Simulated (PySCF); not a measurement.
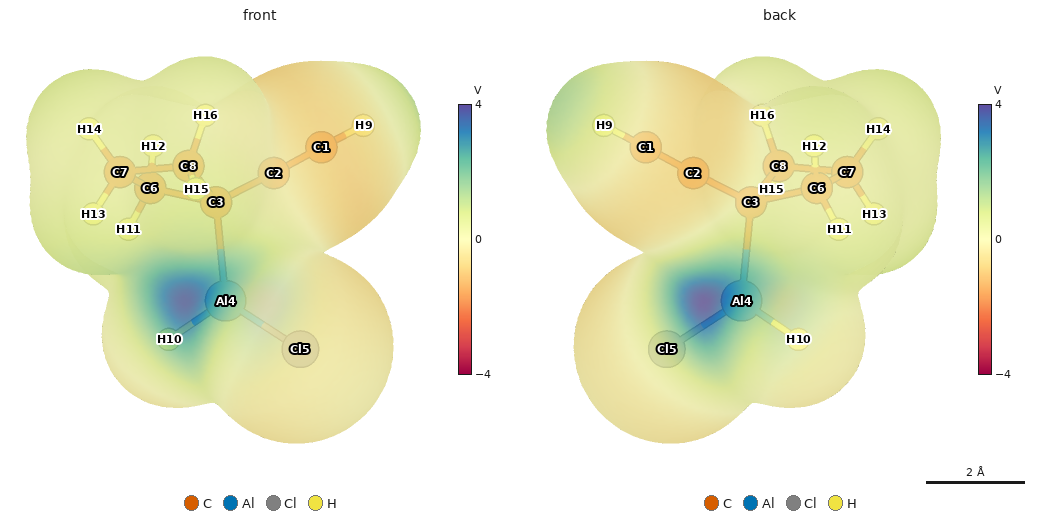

C₆H₈AlCl. The electrostatic potential painted on the density surface at 0.002 e/bohr³, seen from the front and from behind; the colour scale runs from red (negative) to blue (positive).

Geometry: GFN2-xTB.

These are results of PySCF, PBE0/def2-SVPD, SCF density, gas phase, not measurements.

The calculation's input:

```
{"job": {"kind": "uv", "xc": "PBE0", "basis": "def2-SVPD", "nstates": 8, "ntriplets": 3}, "charge": 0, "multiplicity": 1}
C      1.218023     2.633754    -0.197981
C      0.815444     1.514483    -0.034565
C      0.299800     0.185206     0.176826
Al     1.761544    -1.204186     0.004038
Cl     3.528580    -1.204721     0.983503
C     -0.876833    -0.250098    -0.737196
C     -1.607698    -0.760932     0.507381
C     -0.659160     0.046856     1.395707
H      1.585699     3.605009    -0.347813
H      1.429719    -2.342166    -0.979922
H     -0.639600    -1.005417    -1.493669
H     -1.374125     0.592249    -1.216171
H     -1.471979    -1.835368     0.640981
H     -2.666678    -0.520957     0.584229
H     -0.269685    -0.453797     2.283914
H     -1.080652     1.009032     1.686811
```

Command:

```sh
OMP_NUM_THREADS=1 python probes_run.py task.json out
```

Which sites attract a positive test charge, and which a negative one?

Answer. A positive charge is drawn to the negative regions and a negative charge to the positive ones. The most negative region (about −0.9 V, or −21 kcal/mol for a unit charge) lies over C1 and C2, the most positive (about +3.6 V, or +83 kcal/mol for a unit charge) over Al4.

How polar is the molecule by this calculation?

Answer. Its dipole moment is 1.49 D.
